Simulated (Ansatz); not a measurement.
# AgI (zinc blende), energy against volume

AgI (zinc blende), conventional cell a = 6.4499 Å, b = 6.4499 Å, c = 6.4499 Å, α = 90.00°, β = 90.00°, γ = 90.00°. The calculation uses the primitive cell of 2 atoms, to which meshes and values per cell refer.

E(V) scan at fixed shape, V₀ the volume above. Symmetry pins the atoms to their sites.

All values below come from PBEsol (plane waves to 420 eV, PAW, scalar-relativistic; Ansatz, a program for electronic structure). k mesh 9×9×9 (Γ-centred), Fermi-Dirac smearing 0.05 eV. The energy includes the smearing's −TS. Compression counts positive. AgI was relaxed with its symmetry unable to fall. Spin-orbit coupling is left out, though I is heavy. ΔE is measured from the relaxed starting cell.

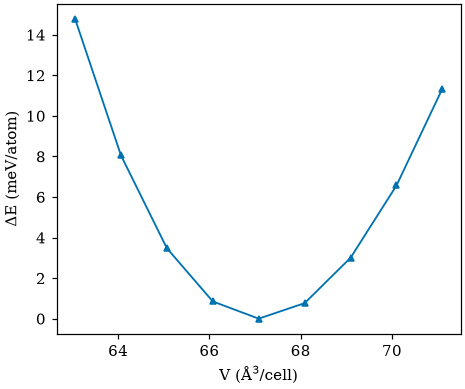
Figure: ΔE (meV/atom) against V (Å³/cell); computed points joined by lines.

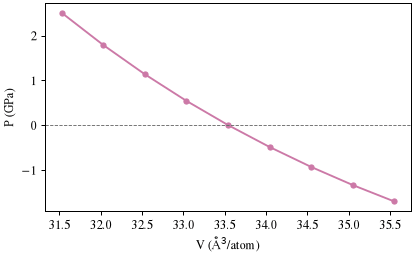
Fig. 1. P (GPa) against V (Å³/atom); computed points joined by lines.

The energy cost of the largest expansion comes out as 11.3 meV/atom, the energy cost of the largest compression is 14.8 meV/atom and the pressure derivative B₀′ (fit) comes out as 5.4. The bulk modulus B₀ (third-order Birch-Murnaghan fit) is 34.2 GPa and the pressure at the smallest volume is 2.51 GPa.

(Under strain, the slope of the energy per volume gives the stress and its curvature an elastic modulus.)
